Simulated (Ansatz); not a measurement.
# SnBH₄ radical (SMILES [BH2][SnH2]): functionals against CCSD(T) at one geometry

Aim: energy, forces and dipole at a structure displaced at random from a GFN2-xTB minimum, from CCSD(T) and from density functionals.

Method: single points in def2-TZVPP; program: Ansatz 0.2.0, Gaussian basis.

Cores are frozen in the correlated methods. Filled d shells of the heavier atoms are correlated. Core potentials replace the inner electrons past krypton, and spin-orbit coupling is left out. Orbitals are unrestricted.

**1. The system as given**

SMILES `[BH2][SnH2]`, 6 atoms, charge 0, spin multiplicity 2.

Atoms are counted from 1 here; the program's logs count them from 0.

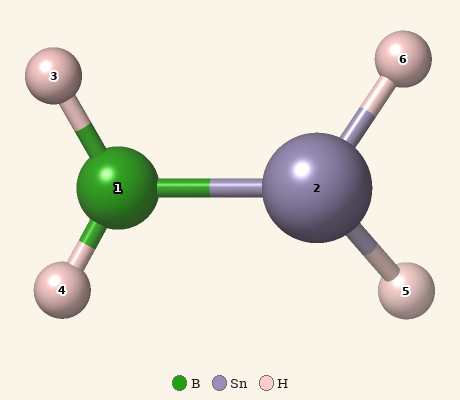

Start geometry, drawn with boron green, tin purple, hydrogen pink; atoms are numbered from 1 in the order of the file.

Coordinates:

```xyz
6

B     0.0707   -1.1630    0.1098
Sn    0.3178    0.9346    0.0187
H    -0.2943   -1.7086    1.3324
H     0.5947   -1.8528   -0.7579
H     0.0196    1.7078   -1.5047
H    -0.6326    1.9500    0.9255
```

**2. CCSD(T)/def2-TZVPP**

Input file run/in.yaml:

```yaml
crystal:
  periodic: [false, false, false]
  atoms:
    - {symbol: B, position_ang: [0.070700, -1.163000, 0.109800]}
    - {symbol: Sn, position_ang: [0.317800, 0.934600, 0.018700]}
    - {symbol: H, position_ang: [-0.294300, -1.708600, 1.332400]}
    - {symbol: H, position_ang: [0.594700, -1.852800, -0.757900]}
    - {symbol: H, position_ang: [0.019600, 1.707800, -1.504700]}
    - {symbol: H, position_ang: [-0.632600, 1.950000, 0.925500]}
basis:
  gaussian: {orbitals: def2-TZVPP}
magnetization: {spin_polarized: true, initial_magnetization: 1}
correlation: {method: ccsd_t}
scf: {omitted_lower_state_checks: [cluster_reference]}
output: {forces: true}
```

No record of the launch command was kept for these runs.

**3. PBE0-D4/def2-TZVPP**

run/in.yaml, as its differences from that of step 2:

```diff
@@ -12,4 +12,3 @@
 magnetization: {spin_polarized: true, initial_magnetization: 1}
-correlation: {method: ccsd_t}
-scf: {omitted_lower_state_checks: [cluster_reference]}
-output: {forces: true}
+hamiltonian: {xc: pbe0, dispersion: d4}
+output: {forces: true, orbitals: {seedname: orbitals}}
```

**4. wB97M-V/def2-TZVPP**

run/in.yaml, as its differences from that of step 3:

```diff
@@ -12,3 +12,3 @@
 magnetization: {spin_polarized: true, initial_magnetization: 1}
-hamiltonian: {xc: pbe0, dispersion: d4}
-output: {forces: true, orbitals: {seedname: orbitals}}
+hamiltonian: {xc: {name: wB97M-V}}
+output: {forces: true}
```

**5. r2SCAN-D4/def2-TZVPP**

run/in.yaml, as its differences from that of step 4:

```diff
@@ -12,3 +12,3 @@
 magnetization: {spin_polarized: true, initial_magnetization: 1}
-hamiltonian: {xc: {name: wB97M-V}}
+hamiltonian: {xc: r2scan, dispersion: d4}
 output: {forces: true}
```

**6. PBE-D4/def2-TZVPP**

run/in.yaml, as its differences from that of step 5:

```diff
@@ -12,3 +12,3 @@
 magnetization: {spin_polarized: true, initial_magnetization: 1}
-hamiltonian: {xc: r2scan, dispersion: d4}
+hamiltonian: {xc: pbe, dispersion: d4}
 output: {forces: true}
```

**7. HSE06-D4/def2-TZVPP**

run/in.yaml, as its differences from that of step 6:

```diff
@@ -12,3 +12,3 @@
 magnetization: {spin_polarized: true, initial_magnetization: 1}
-hamiltonian: {xc: pbe, dispersion: d4}
+hamiltonian: {xc: hse06, dispersion: d4}
 output: {forces: true}
```

**8. LC-wPBE/def2-TZVPP**

run/in.yaml, as its differences from that of step 7:

```diff
@@ -12,3 +12,3 @@
 magnetization: {spin_polarized: true, initial_magnetization: 1}
-hamiltonian: {xc: hse06, dispersion: d4}
+hamiltonian: {xc: {name: LC-wPBE}}
 output: {forces: true}
```

(Steps that only read results are left out.)

Q: Predict the outcome of this session. Wanted: energy less free atoms, CCSD(T)/def2-TZVPP; RMS force component; RMS force error; HOMO and LUMO, PBE0-D4; T1 diagnostic.

The runs gave:

```
                                  quantity                                                                                            value
energy less free atoms, CCSD(T)/def2-TZVPP                                                                                  -337.0 kcal/mol
                       RMS force component                                                             1.068 to 1.166 eV/Å over the methods
                           RMS force error  PBE0-D4 0.091, wB97M-V 0.046, r2SCAN-D4 0.092, PBE-D4 0.190, HSE06-D4 0.092, LC-wPBE 0.081 eV/Å
                    HOMO and LUMO, PBE0-D4                                                                               -6.47 and -3.63 eV
                             T1 diagnostic                                                                                            0.020
```

What this shows: Against CCSD(T) the functionals' energies less atoms differ by -11.1 to -4.0 kcal/mol, PBE-D4 by -7.9 kcal/mol. A larger basis would deepen the CCSD(T) value, while the functionals are nearly converged already, so the order here is not reliable. On forces the order runs from wB97M-V to PBE-D4. Frozen-core CCSD(T) forces in triple zeta carry basis errors of their own, and this is one geometry, so small gaps rank nothing.
